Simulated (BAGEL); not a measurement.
**GaF3 (SMILES [F][Ga]([F])[F]): RI-MP2/aug-cc-pVDZ (density fitting with qzvpp-jkfit)**

Aim: the energy change on altering one bond length of GaF3 at RI-MP2/aug-cc-pVDZ (density fitting with qzvpp-jkfit), from 2 runs. 

Program for the calculation: BAGEL 1.2.2.

6 further runs of the same task are left out: 4 that didn't finish, 2 set aside as unsound or not needed. Runs told in other sessions of the task aren't counted.

### Step 1. The system as given

The species is GaF3 (4 atoms), meant as a singlet with charge 0. SMILES: `[F][Ga]([F])[F]`. Geometry: a GFN2-xTB relaxation, a rough one for these elements and not checked as a minimum.

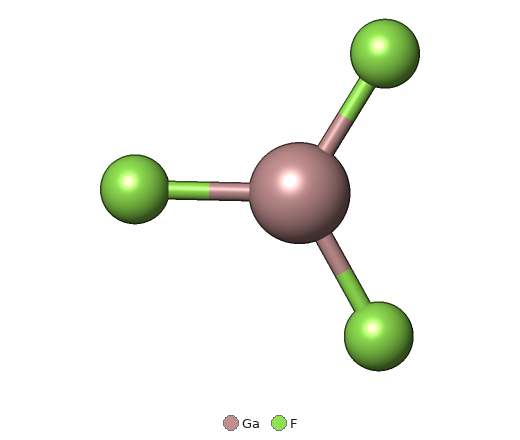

Viewed from a chosen angle; gallium pink, fluorine green.

### Step 2. A single-point energy at RI-MP2/aug-cc-pVDZ (density fitting with qzvpp-jkfit)

File mp2.json:

```json
{ "bagel" : [

{
  "title" : "molecule",
  "basis" : "aug-cc-pvdz.json",
  "df_basis" : "qzvpp-jkfit",
  "angstrom" : "true",
  "geometry" : [
    { "atom" : "Ga", "xyz" : [      -0.000550,      -0.000780,      -0.000110 ] },
    { "atom" : "F", "xyz" : [       1.731690,      -0.026300,       0.013140 ] },
    { "atom" : "F", "xyz" : [      -0.840770,       1.514130,      -0.017200 ] },
    { "atom" : "F", "xyz" : [      -0.890370,      -1.487050,       0.004170 ] }
  ]
},

{ "title" : "hf", "charge" : 0 },

{ "title" : "mp2", "charge" : 0, "ncore" : 12 }

]}
```

The basis set aug-cc-pVDZ is read from a file made from the Basis Set Exchange's data (not shown).

The run is started by

```sh
$ BAGEL_NUM_THREADS=1 BAGEL mp2.json > mp2.out
```

Standard output:

```text
* using 1 threads per process

  ===============================================================
  ===============================================================

  *** Geometry ***

  { "atom" : "Ga", "xyz" : [     -0.001039,     -0.001474,     -0.000208 ] },
  { "atom" : "F", "xyz" : [      3.272420,     -0.049700,      0.024831 ] },
  { "atom" : "F", "xyz" : [     -1.588825,      2.861291,     -0.032503 ] },
  { "atom" : "F", "xyz" : [     -1.682555,     -2.810117,      0.007880 ] },

  Number of auxiliary basis functions:      497

  Since a DF basis is specified, we compute 2- and 3-index integrals:
    o Being stored without compression. Storage requirement is 0.044 GB

  Number of basis functions:      105
  Number of electrons      :       58

    * METHOD: MOLECULE                             0.29

  *** RHF ***

  === Nuclear Repulsion ===
   298.5262068550

      * DIIS with orbital gradients will be used.

  === RHF iteration (aug-cc-pvdz.json) ===
      0      -2221.24702860          0.02055108           0.11
      1      -2221.46739348          0.01743482           0.11
      2      -2221.70171029          0.00108507           0.10
      3      -2221.70270444          0.00013110           0.11
      4      -2221.70272213          0.00002789           0.11
      5      -2221.70272293          0.00000570           0.11
      6      -2221.70272300          0.00000150           0.11
      7      -2221.70272300          0.00000038           0.11
      8      -2221.70272300          0.00000013           0.11
      9      -2221.70272300          0.00000004           0.11
     10      -2221.70272300          0.00000001           0.11
     11      -2221.70272300          0.00000000           0.11
    * SCF iteration converged.

    * Permanent dipole moment:
           (    0.002698,     0.003772,     0.000479) a.u.

    * METHOD: HF                                   1.51

  *** RHF ***

  === Nuclear Repulsion ===
   298.5262068550

      * DIIS with orbital gradients will be used.

  === RHF iteration (aug-cc-pvdz.json) ===
      0      -2221.70272300          0.00000000           0.10
    * SCF iteration converged.

    * Permanent dipole moment:
           (    0.002698,     0.003772,     0.000479) a.u.

  === DF-MP2 calculation ===

    * freezing 12 orbitals
    * 3-index integral transformation done
    * assembly done

      MP2 correlation energy:   -0.7123327681      0.08

      MP2 total energy:       -2222.4150557716

    * METHOD: MP2                                  0.30

  ===============================================================
```

It took 2.2 s on 1 thread of Arm Neoverse V1, shared host; peak memory 0.15 GiB.

### Step 3. The distorted shape, same level

File mp2.json:

```json
{ "bagel" : [

{
  "title" : "molecule",
  "basis" : "aug-cc-pvdz.json",
  "df_basis" : "qzvpp-jkfit",
  "angstrom" : true,
  "geometry" : [
    { "atom" : "Ga", "xyz" : [    0.671615,   -1.212689,    0.013562 ] },
    { "atom" : "F", "xyz" : [    2.403855,   -1.238209,    0.026812 ] },
    { "atom" : "F", "xyz" : [   -0.840770,    1.514130,   -0.017200 ] },
    { "atom" : "F", "xyz" : [   -0.218205,   -2.698959,    0.017842 ] }
  ]
},
{ "title" : "hf" },
{ "title" : "mp2", "ncore" : 12 }

]}
```

The basis set aug-cc-pVDZ is read from a file made from the Basis Set Exchange's data (not shown).

The run is started by

```sh
$ BAGEL_NUM_THREADS=1 BAGEL mp2.json > mp2.out
```

Standard output:

```text
* using 1 threads per process

  ===============================================================
  ===============================================================

  *** Geometry ***

  { "atom" : "Ga", "xyz" : [      1.269168,     -2.291650,      0.025628 ] },
  { "atom" : "F", "xyz" : [      4.542628,     -2.339876,      0.050667 ] },
  { "atom" : "F", "xyz" : [     -1.588825,      2.861291,     -0.032503 ] },
  { "atom" : "F", "xyz" : [     -0.412348,     -5.100293,      0.033716 ] },

  Number of auxiliary basis functions:      497

  Since a DF basis is specified, we compute 2- and 3-index integrals:
    o Being stored without compression. Storage requirement is 0.044 GB

  Number of basis functions:      105
  Number of electrons      :       58

    * METHOD: MOLECULE                             0.29

  *** RHF ***

  === Nuclear Repulsion ===
   252.2130760905

      * DIIS with orbital gradients will be used.

  === RHF iteration (aug-cc-pvdz.json) ===
      0      -2220.93752615          0.02174309           0.11
      1      -2220.56017242          0.03607923           0.11
      2      -2221.46367214          0.00596886           0.11
      3      -2221.49146992          0.00144346           0.11
      4      -2221.49403932          0.00034942           0.11
      5      -2221.49423267          0.00011083           0.11
      6      -2221.49427127          0.00005334           0.11
      7      -2221.49428116          0.00002140           0.11
      8      -2221.49428288          0.00000903           0.11
      9      -2221.49428298          0.00000348           0.11
     10      -2221.49428300          0.00000122           0.11
     11      -2221.49428301          0.00000042           0.11
     12      -2221.49428301          0.00000015           0.11
     13      -2221.49428301          0.00000004           0.11
     14      -2221.49428301          0.00000002           0.11
     15      -2221.49428301          0.00000001           0.11
     16      -2221.49428301          0.00000001           0.11
    * SCF iteration converged.

    * Permanent dipole moment:
           (   -1.246983,     2.255369,    -0.024980) a.u.

    * METHOD: HF                                   2.07

  *** RHF ***

  === Nuclear Repulsion ===
   252.2130760905

      * DIIS with orbital gradients will be used.

  === RHF iteration (aug-cc-pvdz.json) ===
      0      -2221.49428301          0.00000001           0.11
    * SCF iteration converged.

    * Permanent dipole moment:
           (   -1.246982,     2.255368,    -0.024980) a.u.

  === DF-MP2 calculation ===

    * freezing 12 orbitals
    * 3-index integral transformation done
    * assembly done

      MP2 correlation energy:   -0.7450022609      0.08

      MP2 total energy:       -2222.2392852680

    * METHOD: MP2                                  0.31

  ===============================================================
```

It took 2.8 s on 1 thread of Arm Neoverse V1, shared host; peak memory 0.15 GiB.

### Step 4. Summary of results

At RI-MP2/aug-cc-pVDZ (density fitting with qzvpp-jkfit), 12 core orbitals frozen:

| quantity | value |
| --- | --- |
| first shape: total energy | -2222.41506 Eh |
| first shape: correlation energy (12 core orbitals frozen) | -712.3 mEh |
| distorted shape: total energy | -2222.23929 Eh |
| distorted shape: correlation energy (12 core orbitals frozen) | -745.0 mEh |
| energy change with the Ga1–F3 bond stretched from 1.732 to 3.118 Å | 4.783 eV |

With the Ga1–F3 bond stretched from 1.732 to 3.118 Å the energy rises by 4.78 eV (110 kcal/mol). The first shape isn't relaxed at this level, so the change isn't measured from a minimum. A restricted reference can't describe the breaking bond well at this length.
